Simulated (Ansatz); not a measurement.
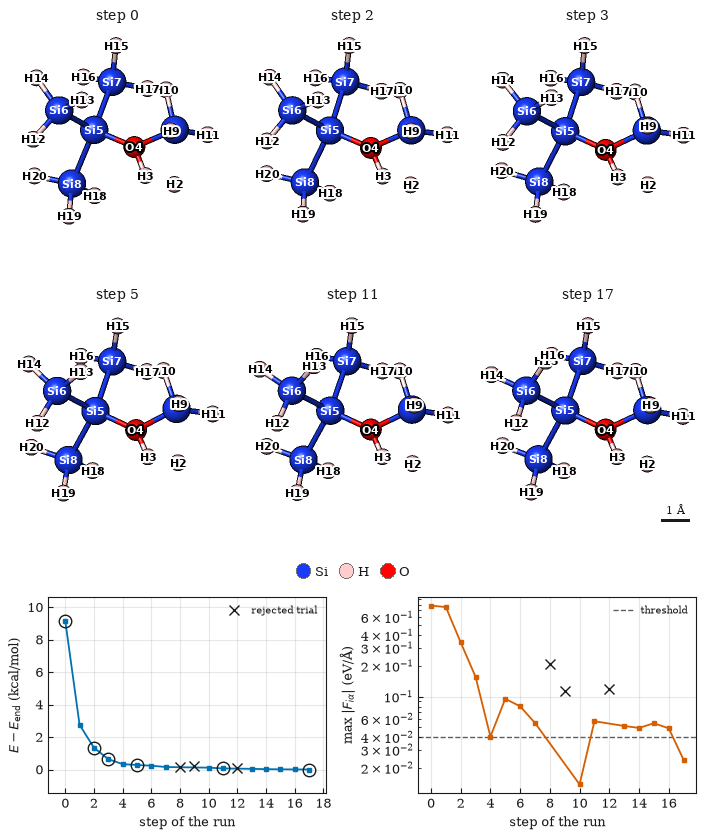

Frames of a constrained relaxation of Si$_{5}$H$_{14}$O, marked on the history of the run. Style: ball-and-stick. Shown at a tilt.

The reaction that was planned forms Si1–O4, H2–H3 and breaks Si1–H2, H3–O4 (atoms numbered from 1 in input order).

All numbers below come from Ansatz, RKS PBE0-D4/def2-SVP.

The input:
```yaml
crystal:
  periodic: [false, false, false]
  atoms:
    - {symbol: Si, position_ang: [-2.406300, -0.911000, -0.274300]}
    - {symbol: H, position_ang: [-1.989100, -1.496100, -2.101000]}
    - {symbol: H, position_ang: [-0.907500, -1.039400, -1.627800]}
    - {symbol: O, position_ang: [-0.695500, -0.594600, -0.611700]}
    - {symbol: Si, position_ang: [0.605600, 0.228600, 0.110900]}
    - {symbol: Si, position_ang: [0.065300, 2.499400, -0.113700]}
    - {symbol: Si, position_ang: [0.704800, -0.540400, 2.320100]}
    - {symbol: Si, position_ang: [2.355700, -0.514900, -1.254700]}
    - {symbol: H, position_ang: [-3.260100, 0.073000, -0.910300]}
    - {symbol: H, position_ang: [-2.353900, -0.372700, 1.117300]}
    - {symbol: H, position_ang: [-2.629600, -2.317700, -0.006700]}
    - {symbol: H, position_ang: [0.660000, 3.103500, -1.314500]}
    - {symbol: H, position_ang: [-1.374800, 2.764300, -0.190500]}
    - {symbol: H, position_ang: [0.583500, 3.263800, 1.027500]}
    - {symbol: H, position_ang: [-0.156900, 0.215400, 3.234800]}
    - {symbol: H, position_ang: [2.076600, -0.384700, 2.821100]}
    - {symbol: H, position_ang: [0.354400, -1.954200, 2.483400]}
    - {symbol: H, position_ang: [2.661700, -1.944300, -1.124300]}
    - {symbol: H, position_ang: [2.131100, -0.291800, -2.689000]}
    - {symbol: H, position_ang: [3.574900, 0.213900, -0.896500]}
basis:
  gaussian: {orbitals: def2-SVP}
hamiltonian: {xc: pbe0, dispersion: d4}
relax: {f_tol: 0.04, max_steps: 150, escape_saddle: false, constraints: [{distance: [0, 3]}, {distance: [1, 2]}, {distance: [0, 1]}, {distance: [2, 3]}]}
```

Run as
```bash
ansatz run in.yaml --threads 4 --pin off --events-out ev --progress --plain --max-ram 63488MiB --backend cuda --devices 0, --max-vram 37GiB
```

**What happens along the run?**

The energy falls by 9.17 kcal/mol in 14 accepted moves (17 points after the start). The largest force component goes from 0.78 to 0.024 eV/Å. The line search rejected the trial steps at points 8, 9, 12 of the run. The forces were under the threshold at step 10, but the run went on from there. H14 moves most after the best rigid fit: 0.89 Å. By element the largest moves are H 0.89 Å, Si 0.20 Å, O 0.17 Å. Among the contacts that change: O4–Si5 1.701 → 1.752 Å, Si1–H11 1.449 → 1.488 Å, Si1–H10 1.493 → 1.524 Å, Si8–H20 1.465 → 1.495 Å. Among the angles between lasting bonds that change: H9–Si1–H11 130.5° → 116.3°, O4–Si1–H11 110.9° → 118.7°, O4–Si1–H9 111.3° → 118.2°. Groups turn about Si5–Si6 by about 35°. From step 0 to 2: H atoms move most (0.20 Å), energy −7.83 kcal/mol. From step 2 to 3: H10 moves most (0.20 Å), energy −0.70 kcal/mol. From step 3 to 5: H14 moves most (0.24 Å), energy −0.36 kcal/mol. From step 5 to 11: H13 moves most (0.25 Å), energy −0.21 kcal/mol. From step 11 to 17: H atoms move most (0.23 Å), energy −0.07 kcal/mol.
